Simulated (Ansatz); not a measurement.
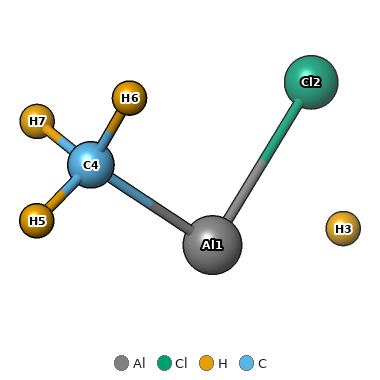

The system is the reacting system CH4AlCl (fragments CH₄AlCl where the first distance is long, CH₃Al + ClH where the second is long); the picture shows the reference structure. First axis: distance Cl2–H3 (bond that forms). Second axis: distance Al1–H3 (bond that breaks). Relaxed at each point: all other coordinates. The grid has 13 × 13 points. Points are written as (first, second). Energies are in kcal/mol, from a guessed transition structure relaxed with its forming and breaking bonds held. Energies and slopes of some neighbouring points disagree (a jump in structure or state, or too coarse a mesh). The reference is spin-restricted, so regions where a bond is pulled apart into radicals lie too high. Method: RKS SPW92 (LDA)/def2-SVP (Ansatz).

Its coordinates:

```csv
atom,x (Å),y (Å),z (Å)
Al,-0.7103,-0.6122,-0.5906
Cl,1.6204,-1.7623,-0.7759
H,0.0664,-2.2236,-1.4760
C,-0.3235,0.9291,0.5419
H,-1.2067,1.5730,0.7359
H,0.0813,0.5613,1.5113
H,0.4723,1.5348,0.0536
```

Range: distance Cl2–H3 (bond that forms) from 1.197 to 2.397 Å; distance Al1–H3 (bond that breaks) from 1.368 to 3.168 Å.

> What will the energy surface look like?

The lowest grid point is at (2.397 Å, 1.560 Å), −50 kcal/mol from a guessed transition structure relaxed with its forming and breaking bonds held. It lies at the edge of the scanned range, so the true minimum may lie outside. Other grid points that lie below all their neighbours: (2.035 Å, 2.982 Å) (70 kcal/mol higher). The highest grid point, (1.197 Å, 1.368 Å), lies 98 kcal/mol above the lowest.

```tsv
second ↓, first →	1.197	1.251	1.325	1.409	1.501	1.599	1.702	1.809	1.920	2.035	2.152	2.273	2.397
3.168	2	−2	−3	0	6	14	23	31	37	20	20	21	20
2.982	2	−2	−3	0	6	13	21	28	34	19	20	20	20
2.801	2	−2	−3	−1	5	12	19	25	30	31	29	26	23
2.624	2	−2	−3	−1	3	9	16	21	24	24	22	18	14
2.452	3	−2	−4	−2	1	7	12	16	18	16	13	8	4
2.286	3	−2	−4	−4	−1	4	8	10	10	7	3	−2	−7
2.125	4	−1	−4	−5	−3	0	3	3	1	−3	−8	−13	−19
1.971	6	0	−4	−5	−4	−3	−2	−4	−7	−12	−18	−24	−30
1.824	9	3	−2	−5	−5	−5	−7	−10	−15	−21	−28	−34	−40
1.686	15	8	2	−2	−4	−6	−10	−15	−21	−28	−35	−41	−47
1.560	24	16	8	3	−1	−5	−10	−16	−23	−31	−38	−44	−50
1.449	35	27	18	12	6	1	−6	−13	−21	−29	−36	−43	−49
1.368	47	38	29	22	15	9	1	−7	−16	−24	−31	−38	−44
```

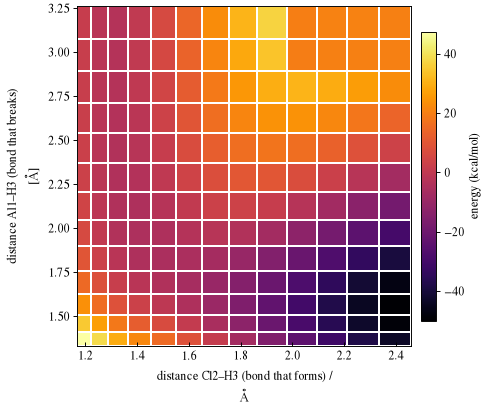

In the figure: one coloured cell a grid point.

Time for the 169 points that were run: 10 min on 1 thread of Arm Neoverse V2 (shared host).
